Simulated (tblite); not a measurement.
## C6H12Si3: geometry relaxation

System: C6H12Si3.
Method: GFN2-xTB geometry optimisation, gas phase (tblite 0.8.0).

It belongs to a series of runs on one base structure; here: H on C replaced by propynyl.

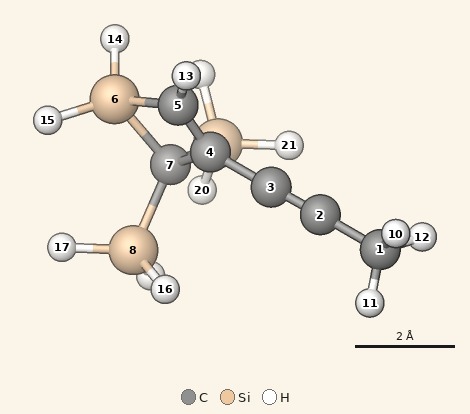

**Figure 1.** The starting structure (ball-and-stick view, seen at a tilt; atoms are numbered from 1 in the order of the input).

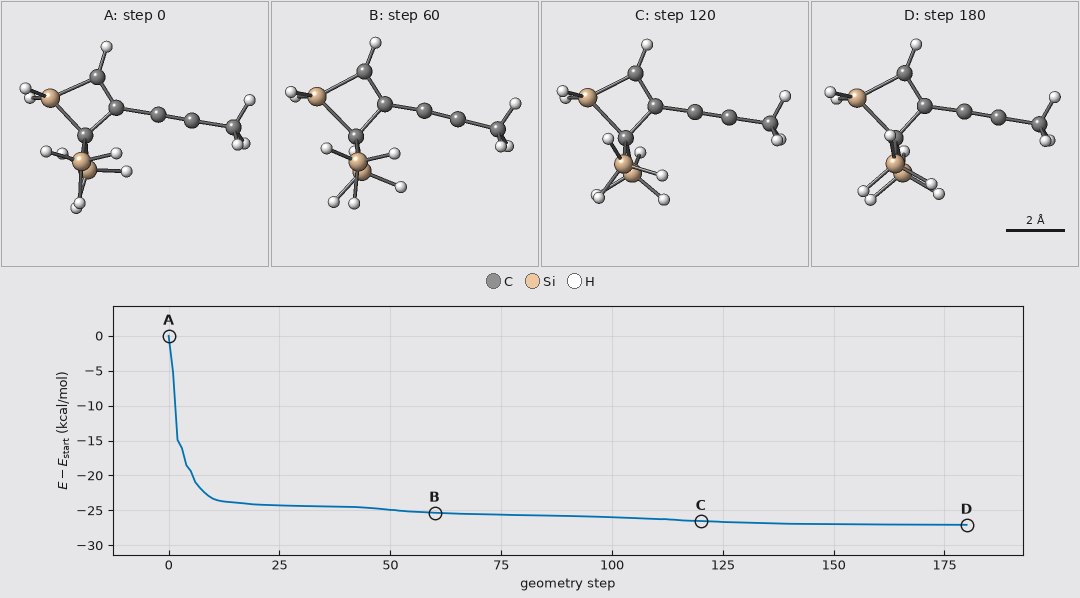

**Figure 2.** Frames of the relaxation (ball-and-stick view, seen at a tilt) above the curves, on which the letters mark them (steps are counted from 0).

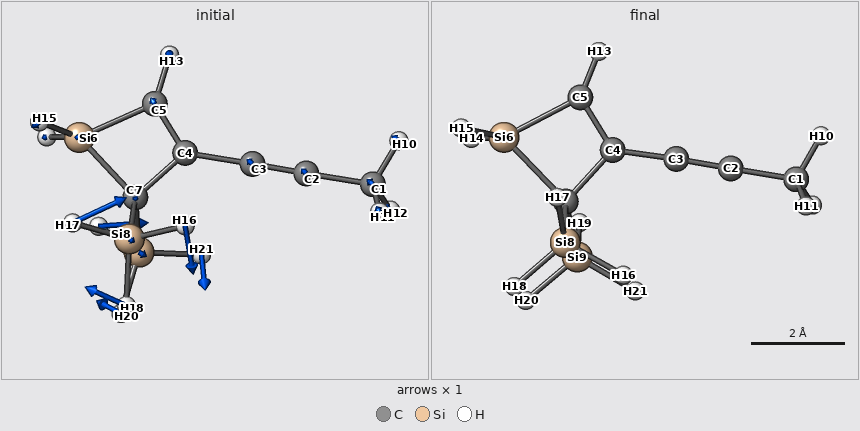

**Figure 3.** Before (left) and after (right) the relaxation, at one scale (ball-and-stick view, seen at a tilt). The blue arrows give the displacements, at true length. Over 180 geometry steps the energy falls by 27.1 kcal/mol. The largest force component goes from 7.3 to 0.007 eV/Å. H17 moves most after the best rigid fit: 1.36 Å. Largest moves by element: H 1.36 Å, Si 0.21 Å, C 0.19 Å. Among the contacts that change: Si6–C7 1.804 → 1.951 Å, C3–C4 1.490 → 1.400 Å, C4–C5 1.270 → 1.351 Å, C5–Si6 1.796 → 1.872 Å. Among the angles that change: Si6–C5–H13 130.5° → 139.1°, H16–Si8–H17 115.0° → 108.4°, C5–C4–C7 100.4° → 106.1°. (Atoms are counted from 1 in the order of the input.)

The input that produced these results follows, with the program's output.

Input file
```
{"job": {"kind": "relax", "xc": "GFN2-xTB", "basis": "xTB"}, "charge": 0, "multiplicity": 1}
C      3.880900    -0.701000    -0.609900
C      2.531400    -0.153800    -0.390100
C      1.450900     0.299900    -0.184700
C      0.086600     0.854300     0.040600
C     -0.323000     2.050500     0.155800
Si    -2.060200     1.681100     0.421100
C     -1.158200     0.130700     0.231400
Si    -1.185000    -1.026800     1.726500
Si    -1.641000    -0.752000    -1.357300
H      4.649100     0.088100    -0.577400
H      4.048400    -1.482600     0.153400
H      3.940900    -1.147900    -1.636800
H      0.209300     3.029100     0.096000
H     -2.973300     2.082500    -0.657700
H     -2.583100     1.963000     1.779900
H      0.176400    -1.139700     2.199800
H     -2.143400    -0.571900     2.718300
H     -1.658500    -2.339600     1.207700
H     -2.541000     0.164700    -2.081300
H     -2.249800    -2.033000    -1.035300
H     -0.466400    -0.978700    -2.200300
```

The first line tells a small driver script what to run in tblite; the rest is the geometry in Å.

Launched with:
```bash
OMP_NUM_THREADS=1 python <driver script> task.json out
```

The program's output
```
step      E/eV     max force
  0    -652.78236    7.466
  1    -653.01062    6.730
  2    -653.42858    3.780
  3    -653.48008    3.455
  4    -653.58601    0.630
  5    -653.62233    0.554
  6    -653.69073    0.790
  7    -653.72460    0.533
  8    -653.75322    0.304
  9    -653.77656    0.352
 10    -653.79387    0.354
 11    -653.80361    0.203
 12    -653.80941    0.159
 13    -653.81290    0.167
 14    -653.81557    0.135
 15    -653.81768    0.115
 16    -653.81987    0.135
 17    -653.82271    0.179
 18    -653.82604    0.183
 19    -653.82882    0.112
 20    -653.83048    0.102
 21    -653.83151    0.080
 22    -653.83258    0.101
 23    -653.83376    0.095
 24    -653.83480    0.063
 25    -653.83558    0.060
 26    -653.83630    0.080
 27    -653.83713    0.084
 28    -653.83795    0.079
 29    -653.83858    0.053
 30    -653.83906    0.059
 31    -653.83954    0.058
 32    -653.84015    0.077
 33    -653.84080    0.068
 34    -653.84134    0.047
 35    -653.84177    0.050
 36    -653.84219    0.044
 37    -653.84266    0.054
 38    -653.84313    0.047
 39    -653.84354    0.048
 40    -653.84393    0.041
 41    -653.84446    0.051
 42    -653.84531    0.066
 43    -653.84670    0.089
 44    -653.84855    0.124
 45    -653.85052    0.126
 46    -653.85265    0.106
 47    -653.85475    0.139
 48    -653.85717    0.150
 49    -653.86025    0.145
 50    -653.86345    0.133
 51    -653.86435    0.222
 52    -653.86827    0.094
 53    -653.87003    0.081
 54    -653.87277    0.076
 55    -653.87390    0.082
 56    -653.87539    0.090
 57    -653.87664    0.091
 58    -653.87833    0.090
 59    -653.87972    0.093
 60    -653.88114    0.118
 61    -653.88226    0.087
 62    -653.88351    0.058
 63    -653.88409    0.058
 64    -653.88540    0.081
 65    -653.88645    0.084
 66    -653.88747    0.064
 67    -653.88801    0.052
 68    -653.88836    0.039
 69    -653.88873    0.045
 70    -653.88926    0.062
 71    -653.88989    0.084
 72    -653.89056    0.087
 73    -653.89126    0.061
 74    -653.89214    0.067
 75    -653.89304    0.076
 76    -653.89409    0.075
 77    -653.89473    0.063
 78    -653.89514    0.050
 79    -653.89551    0.042
 80    -653.89591    0.056
 81    -653.89635    0.047
 82    -653.89676    0.056
 83    -653.89718    0.053
 84    -653.89769    0.061
 85    -653.89831    0.068
 86    -653.89898    0.067
 87    -653.89961    0.065
 88    -653.90017    0.053
 89    -653.90063    0.056
 90    -653.90104    0.049
 91    -653.90151    0.059
 92    -653.90218    0.064
 93    -653.90306    0.086
 94    -653.90395    0.079
 95    -653.90463    0.068
 96    -653.90520    0.066
 97    -653.90584    0.061
 98    -653.90686    0.076
 99    -653.90797    0.089
100    -653.90905    0.085
101    -653.91010    0.077
102    -653.91120    0.073
103    -653.91209    0.068
104    -653.91303    0.076
105    -653.91403    0.077
106    -653.91501    0.315
107    -653.91634    0.075
108    -653.91758    0.103
109    -653.91889    0.133
110    -653.91978    0.078
111    -653.92095    0.107
112    -653.92047    0.172
113    -653.92307    0.093
114    -653.92414    0.089
115    -653.92665    0.070
116    -653.92884    0.077
117    -653.93014    0.062
118    -653.93099    0.057
119    -653.93143    0.101
120    -653.93257    0.069
121    -653.93350    0.059
122    -653.93482    0.083
123    -653.93541    0.072
124    -653.93636    0.081
125    -653.93845    0.080
126    -653.93921    0.064
127    -653.93989    0.056
128    -653.94034    0.054
129    -653.94089    0.054
130    -653.94169    0.060
131    -653.94257    0.058
132    -653.94349    0.060
133    -653.94430    0.063
134    -653.94512    0.059
135    -653.94595    0.069
136    -653.94687    0.056
137    -653.94768    0.051
138    -653.94841    0.052
139    -653.94903    0.049
140    -653.94954    0.047
141    -653.94988    0.037
142    -653.95013    0.040
143    -653.95032    0.025
144    -653.95051    0.021
145    -653.95067    0.024
146    -653.95082    0.021
147    -653.95095    0.025
148    -653.95107    0.023
149    -653.95119    0.023
150    -653.95131    0.031
151    -653.95145    0.034
152    -653.95162    0.037
153    -653.95185    0.041
154    -653.95214    0.046
155    -653.95249    0.047
156    -653.95285    0.044
157    -653.95317    0.041
158    -653.95343    0.045
159    -653.95366    0.039
160    -653.95387    0.027
161    -653.95402    0.036
162    -653.95413    0.034
163    -653.95424    0.032
164    -653.95438    0.034
165    -653.95459    0.026
166    -653.95473    0.019
167    -653.95482    0.018
168    -653.95490    0.018
169    -653.95498    0.020
170    -653.95507    0.022
171    -653.95518    0.022
172    -653.95531    0.023
173    -653.95547    0.022
174    -653.95563    0.027
175    -653.95577    0.023
176    -653.95586    0.015
177    -653.95592    0.015
178    -653.95596    0.013
179    -653.95599    0.011
180    -653.95602    0.009
```

Trajectory as extended XYZ (Å, eV, eV/Å), 5 of the 181 frames kept, from step=0 to step=180
```
21
Properties=species:S:1:pos:R:3:forces:R:3 step=0 energy=-652.78236
C     3.8809   -0.7010   -0.6099   -0.5760  -0.0990  -0.4910
C     2.5314   -0.1538   -0.3901    2.0700  -0.6900  -0.3980
C     1.4509    0.2999   -0.1847   -3.5230   1.3460   0.5410
C     0.0866    0.8543    0.0406    4.4500  -4.0400  -0.6020
C    -0.3230    2.0505    0.1558    1.4040   7.3330  -0.0040
Si   -2.0602    1.6811    0.4211   -3.3010   2.4660   0.9630
C    -1.1582    0.1307    0.2314   -0.2140  -4.6090  -0.1080
Si   -1.1850   -1.0268    1.7265   -0.1390  -0.7410  -0.4470
Si   -1.6410   -0.7520   -1.3573    0.0070  -0.1790  -0.6420
H     4.6491    0.0881   -0.5774   -0.3610  -0.2970   0.2690
H     4.0484   -1.4826    0.1534    0.1630   0.4090  -0.4370
H     3.9409   -1.1479   -1.6368   -0.1550   0.1990   0.8680
H     0.2093    3.0291    0.0960    0.0280  -0.8650  -0.0420
H    -2.9733    2.0825   -0.6577   -0.0350   0.0030   0.2130
H    -2.5831    1.9630    1.7799    0.0060  -0.0290  -0.3350
H     0.1764   -1.1397    2.1998    0.2310  -0.0420   0.2820
H    -2.1434   -0.5719    2.7183   -0.0260   0.0610   0.2490
H    -1.6585   -2.3396    1.2077    0.1450   0.1800   0.4120
H    -2.5410    0.1647   -2.0813    0.0150  -0.3110  -0.1180
H    -2.2498   -2.0330   -1.0353   -0.2100  -0.0790  -0.1680
H    -0.4664   -0.9787   -2.2003    0.0200  -0.0170  -0.0050
21
Properties=species:S:1:pos:R:3:forces:R:3 step=45 energy=-653.85052
C     3.7391   -0.7015   -0.6045   -0.0300   0.0230   0.0240
C     2.4201   -0.1483   -0.3886   -0.0170   0.0340  -0.0300
C     1.3347    0.3440   -0.2032    0.0460   0.0330  -0.0300
C     0.0695    0.9016    0.0299    0.0610   0.0340   0.0530
C    -0.2758    2.1960    0.2100   -0.0760   0.0320  -0.0510
Si   -2.0902    1.8116    0.4748   -0.0280  -0.0700   0.0080
C    -1.2055    0.0949    0.1714    0.0420   0.0040   0.0520
Si   -1.0900   -1.0668    1.6793    0.0050  -0.0720   0.0330
Si   -1.5948   -0.8175   -1.4519    0.0000   0.0100  -0.0320
H     4.4873    0.0899   -0.5261   -0.0090  -0.0510  -0.0070
H     3.9468   -1.4631    0.1498    0.0060   0.0190  -0.0570
H     3.8072   -1.1546   -1.5964   -0.0380   0.0260   0.0830
H     0.3711    3.0616    0.1711   -0.0270  -0.1220   0.0150
H    -3.0588    2.2092   -0.5498    0.0330   0.0180   0.0270
H    -2.6522    1.9842    1.8186    0.0300   0.0340  -0.0650
H     0.2954   -1.1341    2.1518    0.0020   0.0070   0.0080
H    -1.9269   -0.5861    2.7877    0.0200   0.0200  -0.0410
H    -1.5245   -2.4290    1.3543   -0.0140   0.0170  -0.0100
H    -2.2953    0.0669   -2.3941    0.0130  -0.0120   0.0370
H    -2.4217   -2.0007   -1.1989   -0.0390   0.0460  -0.0060
H    -0.3445   -1.2413   -2.0856    0.0220  -0.0310  -0.0110
21
Properties=species:S:1:pos:R:3:forces:R:3 step=90 energy=-653.90104
C     3.6947   -0.6760   -0.6278   -0.0010   0.0060  -0.0090
C     2.4031   -0.0810   -0.3719    0.0460   0.0150   0.0090
C     1.3459    0.4542   -0.1512   -0.0330  -0.0050  -0.0360
C     0.0601    0.9601    0.0767   -0.0080   0.0000  -0.0040
C    -0.3789    2.2318    0.1932    0.0020  -0.0170  -0.0130
Si   -2.1635    1.7353    0.4670    0.0070   0.0170  -0.0030
C    -1.1632    0.0774    0.2160    0.0000  -0.0020   0.0030
Si   -1.0087   -1.1175    1.6890   -0.0180  -0.0030   0.0070
Si   -1.5082   -0.8117   -1.4277   -0.0270   0.0400   0.0010
H     4.4778    0.0806   -0.5714    0.0080  -0.0130   0.0190
H     3.8981   -1.4592    0.1038   -0.0010   0.0290   0.0040
H     3.7083   -1.1202   -1.6237   -0.0160   0.0020  -0.0080
H     0.2123    3.1299    0.1156    0.0130   0.0000   0.0240
H    -3.1488    2.0572   -0.5661    0.0070   0.0020   0.0040
H    -2.7237    1.9585    1.8000    0.0010  -0.0190   0.0020
H     0.4032   -1.3634    1.9951   -0.0060   0.0070  -0.0010
H    -1.6520   -0.5478    2.8800    0.0300   0.0100  -0.0060
H    -1.6470   -2.4027    1.3954   -0.0380  -0.0090  -0.0090
H    -1.5732    0.1760   -2.5132    0.0110  -0.0210   0.0090
H    -2.8013   -1.4967   -1.3414    0.0230  -0.0130   0.0090
H    -0.4440   -1.7679   -1.7379    0.0000  -0.0270  -0.0030
21
Properties=species:S:1:pos:R:3:forces:R:3 step=135 energy=-653.94595
C     3.8029   -0.4921   -0.6494    0.0020  -0.0090  -0.0020
C     2.4686   -0.0191   -0.3670    0.0040  -0.0120  -0.0150
C     1.3568    0.3865   -0.1413   -0.0430   0.0540   0.0040
C     0.0671    0.8791    0.0952    0.0050  -0.0090   0.0090
C    -0.3411    2.1560    0.2647    0.0080   0.0200   0.0190
Si   -2.1469    1.7024    0.4484   -0.0250   0.0000  -0.0030
C    -1.1780    0.0280    0.1868   -0.0040   0.0210  -0.0130
Si   -1.1286   -1.1355    1.6826    0.0260   0.0250   0.0160
Si   -1.5253   -0.9144   -1.4221   -0.0020   0.0290   0.0090
H     4.5102    0.3343   -0.5861    0.0350   0.0030   0.0010
H     4.0902   -1.2620    0.0666    0.0010  -0.0110   0.0120
H     3.8420   -0.9147   -1.6538    0.0010  -0.0070  -0.0030
H     0.2775    3.0393    0.2651    0.0080  -0.0150  -0.0110
H    -3.0563    2.0884   -0.6297   -0.0080   0.0020  -0.0190
H    -2.7884    1.8954    1.7503    0.0180  -0.0120  -0.0100
H     0.0006   -2.0656    1.5847    0.0000   0.0200   0.0200
H    -0.9905   -0.3321    2.9047    0.0210  -0.0580   0.0000
H    -2.3774   -1.8968    1.7284   -0.0340  -0.0130   0.0330
H    -1.3249   -0.0276   -2.5724    0.0080   0.0010  -0.0120
H    -2.9211   -1.3538   -1.3932   -0.0350  -0.0400  -0.0180
H    -0.6464   -2.0787   -1.5631    0.0120   0.0100  -0.0170
21
Properties=species:S:1:pos:R:3:forces:R:3 step=180 energy=-653.95602
C     3.7596   -0.5567   -0.6094    0.0050  -0.0030  -0.0010
C     2.4417   -0.0221   -0.3578    0.0030  -0.0010   0.0030
C     1.3460    0.4340   -0.1480    0.0050  -0.0070  -0.0010
C     0.0539    0.9214    0.0815    0.0010   0.0020  -0.0020
C    -0.3734    2.1920    0.2487   -0.0040  -0.0010   0.0020
Si   -2.1714    1.7070    0.4421    0.0000  -0.0010   0.0020
C    -1.1774    0.0489    0.1796   -0.0020   0.0030   0.0000
Si   -1.0805   -1.1210    1.6706    0.0000   0.0020  -0.0010
Si   -1.5016   -0.8855   -1.4394   -0.0020  -0.0030   0.0000
H     4.5078    0.2340   -0.5481    0.0010  -0.0010   0.0000
H     3.9967   -1.3271    0.1251   -0.0020   0.0030   0.0060
H     3.7952   -1.0011   -1.6046    0.0010   0.0030  -0.0040
H     0.2351    3.0822    0.2428   -0.0060   0.0010  -0.0060
H    -3.0963    2.0717   -0.6317    0.0040   0.0010   0.0070
H    -2.7975    1.8825    1.7523   -0.0030   0.0030   0.0030
H    -0.0044   -2.1011    1.4969    0.0010   0.0020   0.0030
H    -0.8096   -0.3483    2.8889    0.0010  -0.0070  -0.0050
H    -2.3593   -1.8212    1.8161   -0.0030   0.0030   0.0030
H    -1.5221    0.0613   -2.5602    0.0010   0.0000  -0.0050
H    -2.8006   -1.5583   -1.3534    0.0030   0.0000  -0.0010
H    -0.4509   -1.8758   -1.6924   -0.0040   0.0000  -0.0020
```

Key numbers

```csv
quantity,value
outcome,converged
total energy,−653.9560 eV
hardware,"1 CPU thread, shared host"
wall time,1.9 s
peak memory,0.18 GiB
```
